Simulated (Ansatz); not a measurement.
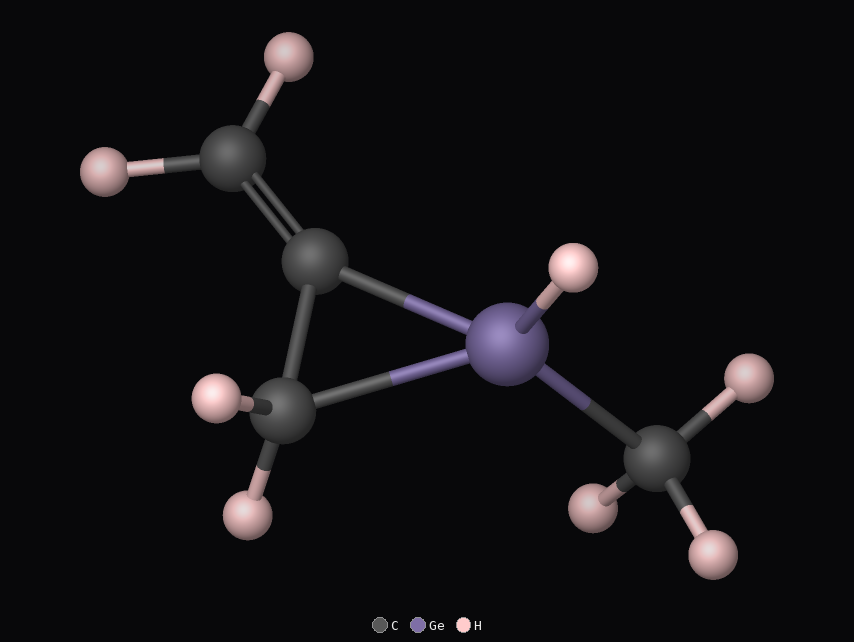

Computed geometry: PBE0-D4/def2-TZVP optimisation. No frequency run is at hand to confirm it as a minimum. Program: Ansatz 0.2.0.

At this fixed geometry, give HOMO–LUMO gap (eV), dipole (D) at these levels: B3LYP-D4/def2-TZVPP; PBE-D4/def2-TZVPP; r2SCAN-D4/def2-TZVPP; ωB97M-V/def2-TZVPP.

```
               level  HOMO–LUMO gap (eV)  dipole (D)
 B3LYP-D4/def2-TZVPP                6.01        1.08
   PBE-D4/def2-TZVPP                4.34        1.03
r2SCAN-D4/def2-TZVPP                4.76        1.04
  ωB97M-V/def2-TZVPP               10.58        1.10
```
